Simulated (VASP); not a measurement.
Band structure of CsSnI$_{3}$ (cubic perovskite). Computed with TPSS meta-GGA, VASP's PBE PAW potentials (set 64) (plane waves; VASP).

Unless said otherwise, spin-orbit coupling is left out, though it shifts the bands of the heavy elements here.

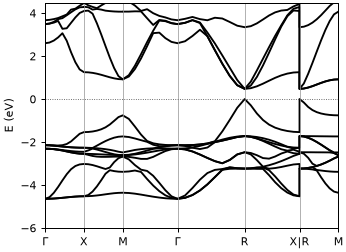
Figure: Bands along high-symmetry lines, zero at the valence-band maximum or, without a gap, the Fermi level

Q: Read the plot: is there a gap, and where are the band edges?

A: The gap is direct, 0.47 eV, from the valence maximum at R to the conduction minimum at R.

The compound is CsSnI3 in the cubic perovskite structure, the ideal cubic form; the compound distorts at low or room temperature. It was relaxed first.
